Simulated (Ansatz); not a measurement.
## CuAu: response to strain

The reference is CuAu (space group P4/mmm, No. 123; relaxed with 0.1 eV smearing).

```
CELL_PARAMETERS angstrom
      2.81285     0.00000     0.00000
      0.00000     2.81285     0.00000
      0.00000     0.00000     3.59296
ATOMIC_POSITIONS crystal
  Cu 0.00000 0.00000 0.00000
  Au 0.50000 0.50000 0.50000
```

Cartesian axes are those of the cell as printed.

Strains are applied to the cell and any free atomic positions relax; under biaxial strain the out-of-plane vector relaxes too.

Method: PBEsol, PAW, 420 eV (Ansatz, a first-principles code; no spin-orbit coupling).

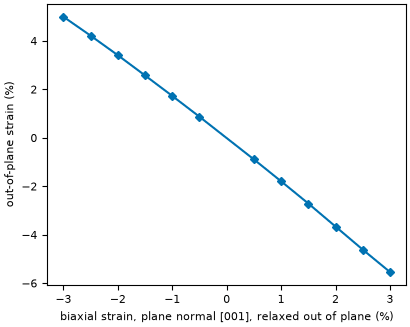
*Out-of-plane strain against biaxial strain, plane normal [001], relaxed out of plane*

| biaxial strain, plane normal [001], relaxed out of plane (%) | out-of-plane strain |
|---|---|
| -3 | +4.99 % |
| -2.5 | +4.21 % |
| -2 | +3.41 % |
| -1.5 | +2.57 % |
| -1 | +1.73 % |
| -0.5 | +0.87 % |
| 0.5 | -0.89 % |
| 1 | -1.80 % |
| 1.5 | -2.71 % |
| 2 | -3.66 % |
| 2.5 | -4.61 % |
| 3 | -5.54 % |

Stability against distortions was not tested. All final runs are without spin polarisation.
